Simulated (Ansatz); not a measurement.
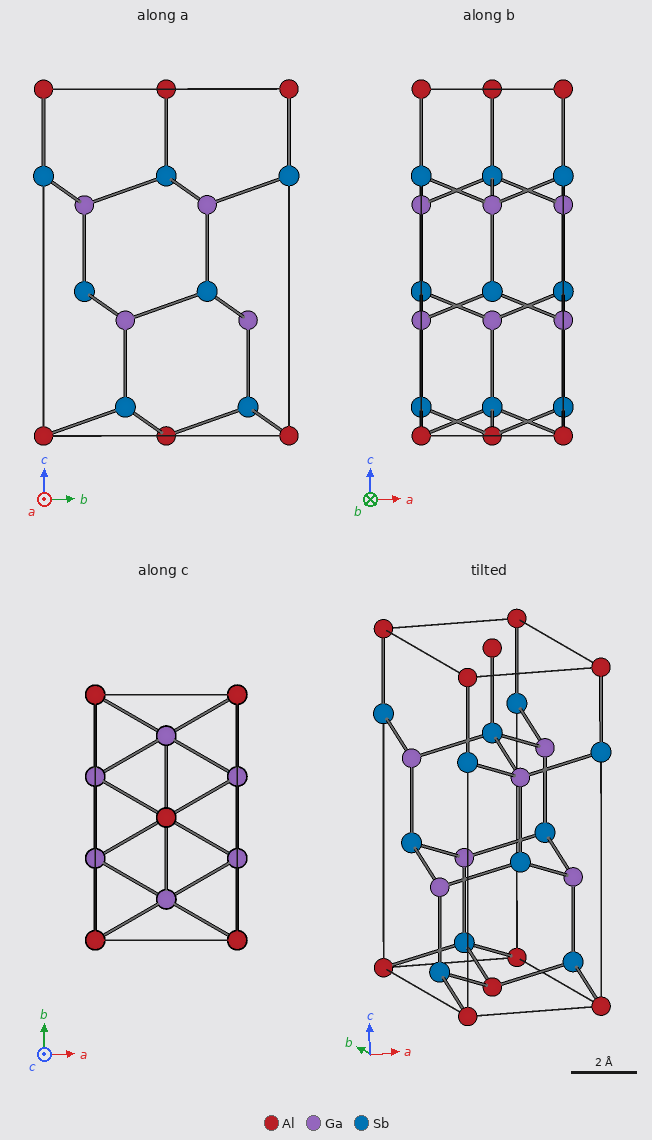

Ball-and-stick representation of a periodic structure, projected along the a axis, along the b axis, along the c axis and slightly off an axis. The unit cell is drawn as a box.

Lattice parameters: a = 4.4058 Å, b = 7.6145 Å, c = 10.7576 Å, α = 89.933°, β = 89.997°, γ = 89.988°.

**Give the structure in the form of a CIF in P1 with every atom of the cell.**

```cif
data_structure
_symmetry_space_group_name_H-M 'P 1'
_symmetry_Int_Tables_number 1
_cell_length_a 4.4058
_cell_length_b 7.6145
_cell_length_c 10.7576
_cell_angle_alpha 89.933
_cell_angle_beta 89.997
_cell_angle_gamma 89.988
_cell_volume 360.90
loop_
_atom_site_label
_atom_site_type_symbol
_atom_site_fract_x
_atom_site_fract_y
_atom_site_fract_z
_atom_site_occupancy
Al1 Al 0.0000 0.0000 0.0000 1
Al2 Al 0.5000 0.4999 0.9999 1
Ga1 Ga 0.5001 0.1664 0.6660 1
Ga2 Ga 0.0002 0.6665 0.6662 1
Ga3 Ga 0.5001 0.8331 0.3333 1
Ga4 Ga 0.0005 0.3332 0.3335 1
Sb1 Sb 0.5005 0.1666 0.4164 1
Sb2 Sb 0.0002 0.6667 0.4165 1
Sb3 Sb 0.0001 0.0000 0.7494 1
Sb4 Sb 0.5002 0.4999 0.7493 1
Sb5 Sb 0.5000 0.8334 0.0829 1
Sb6 Sb 0.0000 0.3334 0.0830 1
```

Provenance: a structure type filled with these elements by a generator (whether the compound takes this form wasn't checked). A relaxation with DFT PBE, scalar-relativistic, plane waves, PAW in Ansatz 0.2.0 gave the geometry drawn.
